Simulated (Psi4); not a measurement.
**B3LYP/6-31G(d) (Cartesian functions) run of SiO2 (SMILES O=[Si]=O)**

Aim: the energy change on altering one bond length of SiO2 at B3LYP/6-31G* (Cartesian functions), from 2 runs. Input form: a Python script.

Program for the calculation: Psi4 1.11.

1 further run of the same task is left out (it didn't finish).

## (1) The molecule

The species is SiO2 (3 atoms), meant as a singlet with charge 0. SMILES: `O=[Si]=O`. Geometry: relaxed at PBE0-D4/def2-TZVP.

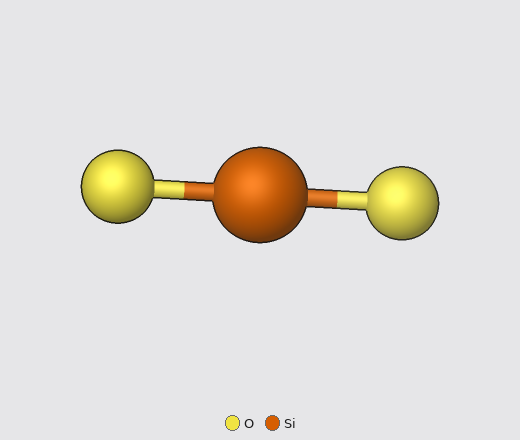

Viewed from a chosen angle; oxygen yellow, silicon orange.

## (2) The energy at B3LYP/6-31G(d) (Cartesian functions)

Contents of calc.py:

```python
import psi4

psi4.set_memory(2200000000)
psi4.set_num_threads(1)
psi4.set_output_file('o2si.out', False)

m = psi4.geometry("""
O      0.697730     1.229600     0.518760
Si    -0.000010     0.000000     0.000000
O     -0.697730    -1.229610    -0.518760
symmetry c1
""")

psi4.set_options({
    'basis': '6-31G*',
    'puream': False,
    'e_convergence': 1e-09,
    'd_convergence': 1e-08,
    'scf_type': 'pk',
    'dft_radial_points': 99,
    'dft_spherical_points': 590,
})

E, wfn = psi4.energy("b3lyp", molecule=m, return_wfn=True)
psi4.oeprop(wfn, "MULLIKEN_CHARGES", "MAYER_INDICES", "DIPOLE")
print('E =', round(E, 9))
for k, v in sorted(psi4.core.scalar_variables().items()):
    print(f'{k:45s} {v:18.10f}')
```

Started as:

```sh
$ python calc.py
```

o2si.out:

```text
[...]
  Running in c1 symmetry.
[...]
  Nuclear repulsion =   89.956438948079580
[...]
  Multiplicity = 1
[...]
  Nalpha       = 15
  Nbeta        = 15
[...]
    Number of basis functions: 49
[...]
   @RKS iter   1:  -439.48544239309581   -1.67724e-01   2.13769e-02 DIIS/ADIIS
[...]
   @RKS iter  11:  -439.92769805088341   -5.11591e-13   2.02040e-09 DIIS
[...]
    Orbital Energies [Eh]
    ---------------------
    Doubly Occupied:
       1A    -66.212109     2A    -19.176952     3A    -19.176940
       4A     -5.365900     5A     -3.726049     6A     -3.726049
       7A     -3.720008     8A     -0.994044     9A     -0.967090
      10A     -0.465350    11A     -0.392858    12A     -0.383416
      13A     -0.383416    14A     -0.340104    15A     -0.340104
[...]
  @RKS Final Energy:  -439.92769805088341
   => Energetics <=
    Nuclear Repulsion Energy =             89.9564389480795796
    One-Electron Energy =                -787.0290761396330481
    Two-Electron Energy =                 287.9105452438737416
    DFT Exchange-Correlation Energy =     -30.7656061032036945
    Empirical Dispersion Energy =           0.0000000000000000
    VV10 Nonlocal Energy =                  0.0000000000000000
    Total Energy =                       -439.9276980508834072
[...]
 Multipole Moments:
 ------------------------------------------------------------------------------------
     Multipole            Electronic (a.u.)      Nuclear  (a.u.)        Total (a.u.)
 ------------------------------------------------------------------------------------
 L = 1.  Multiply by 2.5417464519 to convert [e a0] to [Debye]
 Dipole X            :         -0.0000220           -0.0000001           -0.0000221
 Dipole Y            :         -0.0000004           -0.0000000           -0.0000004
 Dipole Z            :         -0.0000010           -0.0000000           -0.0000010
 Magnitude           :                                                    0.0000221
[...]
  Mulliken Charges: (a.u.)
   Center  Symbol    Alpha    Beta     Spin     Total
       1     O     4.23620  4.23620  0.00000 -0.47239
       2    SI     6.52761  6.52761  0.00000  0.94479
       3     O     4.23620  4.23620  0.00000 -0.47239
   Total alpha = 15.00000, Total beta = 15.00000, Total charge = -0.00000
  Mayer Bond Indices:
[...]
```

On the terminal:

```text
E = -439.927698051
CURRENT ENERGY                                   -439.9276980509
CURRENT REFERENCE ENERGY                         -439.9276980509
DD SOLVATION ENERGY                                 0.0000000000
DFT FUNCTIONAL TOTAL ENERGY                      -439.9276980509
DFT TOTAL ENERGY                                 -439.9276980509
DFT VV10 ENERGY                                     0.0000000000
DFT XC ENERGY                                     -30.7656061032
GRID ELECTRONS ALPHA                               15.0000000506
GRID ELECTRONS BETA                                15.0000000506
GRID ELECTRONS TOTAL                               30.0000001011
NUCLEAR REPULSION ENERGY                           89.9564389481
ONE-ELECTRON ENERGY                              -787.0290761396
PCM POLARIZATION ENERGY                             0.0000000000
PE ENERGY                                           0.0000000000
SCF ITERATION ENERGY                             -439.9276980509
SCF ITERATIONS                                     11.0000000000
SCF TOTAL ENERGY                                 -439.9276980509
TWO-ELECTRON ENERGY                               287.9105452439
XC GRID RADIAL POINTS                              99.0000000000
XC GRID SPHERICAL POINTS                          590.0000000000
XC GRID TOTAL POINTS                           167534.0000000000
```

Wall time 11 s (1 thread of Intel Xeon at 2.50GHz (Skylake/Cascade Lake), shared host); peak memory 0.42 GiB.

## (3) The distorted shape: energy and forces at B3LYP/6-31G(d) (Cartesian functions)

Contents of o2si.xyz:

```xyz
3
O2Si
O      0.907039     1.598457     0.674378
Si    -0.000010     0.000000     0.000000
O     -0.697730    -1.229610    -0.518760
```

Contents of job.py:

```python
import psi4

psi4.set_memory(2200000000)
psi4.set_num_threads(1)
psi4.core.set_output_file('psi4.out', False)

with open('o2si.xyz') as f:
    atoms = ''.join(f.readlines()[2:])
geom = psi4.geometry('0 1\n' + atoms + 'symmetry c1')

options = {'basis': '6-31G*', 'reference': 'rks', 'puream': False, 'e_convergence': 1e-09, 'd_convergence': 1e-08, 'scf_type': 'pk', 'dft_radial_points': 99, 'dft_spherical_points': 590}
psi4.set_options(options)

e, wfn = psi4.gradient("b3lyp", return_wfn=True)
psi4.oeprop(wfn, "MAYER_INDICES", "QUADRUPOLE", "LOWDIN_CHARGES", title="B3LYP")
print('gradient / Eh bohr^-1')
print(e.np.round(6))
print(f'energy = {wfn.energy():.10f} Eh')
```

Started as:

```sh
$ python job.py
```

psi4.out:

```text
[...]
  Running in c1 symmetry.
[...]
  Nuclear repulsion =   79.408136821326877
[...]
  Multiplicity = 1
[...]
  Nalpha       = 15
  Nbeta        = 15
[...]
    Number of basis functions: 49
[...]
   @RKS iter   1:  -439.35424076409930   -3.55707e-01   2.12030e-02 ADIIS/DIIS
[...]
   @RKS iter  13:  -439.83645350329567   -1.30740e-12   3.17670e-09 DIIS
[...]
    Orbital Energies [Eh]
    ---------------------
    Doubly Occupied:
       1A    -66.254956     2A    -19.197189     3A    -19.196684
       4A     -5.397812     5A     -3.758611     6A     -3.758611
       7A     -3.751624     8A     -0.998320     9A     -0.896327
      10A     -0.483083    11A     -0.383583    12A     -0.383040
      13A     -0.383040    14A     -0.300183    15A     -0.300183
[...]
  @RKS Final Energy:  -439.83645350329567
   => Energetics <=
    Nuclear Repulsion Energy =             79.4081368213268775
    One-Electron Energy =                -765.7081542526009343
    Two-Electron Energy =                 277.0749756935167056
    DFT Exchange-Correlation Energy =     -30.6114117655383708
    Empirical Dispersion Energy =           0.0000000000000000
    VV10 Nonlocal Energy =                  0.0000000000000000
    Total Energy =                       -439.8364535032956724
[...]
  -Total Gradient:
     Atom            X                  Y                   Z
    ------   -----------------  -----------------  -----------------
       1        0.000000153218     0.000000004281     0.137754495800
       2       -0.000000123949    -0.000000003463    -0.153223784285
       3       -0.000000029965    -0.000000000838     0.015469784468
[...]
 Multipole Moments:
 ------------------------------------------------------------------------------------
     Multipole            Electronic (a.u.)      Nuclear  (a.u.)        Total (a.u.)
 ------------------------------------------------------------------------------------
 L = 1.  Multiply by 2.5417464519 to convert [e a0] to [Debye]
 Dipole X            :         -0.0000173           -0.0000001           -0.0000174
 Dipole Y            :         -0.0000005           -0.0000000           -0.0000005
 Dipole Z            :         -0.3054285           -0.0016143           -0.3070428
 Magnitude           :                                                    0.3070428
 L = 2.  Multiply by 1.3450342976 to convert [e a0^2] to [Debye ang]
 Quadrupole XX       :        -15.2992374            0.0000000          -15.2992373
 Quadrupole XY       :         -0.0000000            0.0000000           -0.0000000
[...]
```

Standard output:

```text
gradient / Eh bohr^-1
[[ 0.        0.        0.137754]
 [-0.       -0.       -0.153224]
 [-0.       -0.        0.01547 ]]
energy = -439.8364535033 Eh
```

Run time: 14 s. Hardware: 1 thread of Intel Xeon at 2.50GHz (Skylake/Cascade Lake), shared host; peak memory 0.41 GiB.

## (4) Outcome

Level: B3LYP/6-31G* (Cartesian functions).

| quantity | value |
| --- | --- |
| first shape: total energy | -439.92770 Eh |
| first shape: dipole moment | 0.00 D |
| first shape: HOMO energy | -9.25 eV |
| first shape: LUMO energy | -3.48 eV |
| first shape: HOMO–LUMO gap | 5.78 eV |
| distorted shape: total energy | -439.83645 Eh |
| distorted shape: dipole moment | 0.78 D |
| distorted shape: HOMO energy | -8.17 eV |
| distorted shape: LUMO energy | -4.53 eV |
| distorted shape: HOMO–LUMO gap | 3.64 eV |
| distorted shape: largest force on an atom | 7.879 eV/Å |
| energy change with the O1–Si2 bond stretched from 1.506 to 1.958 Å | 2.483 eV |

In words: With the O1–Si2 bond stretched from 1.506 to 1.958 Å the energy rises by 2.48 eV (240 kJ/mol). The first shape isn't relaxed at this level, so the change isn't measured from a minimum. Mulliken charges (first shape) run from -0.47 on O1 to +0.94 on Si2; they depend strongly on the basis.
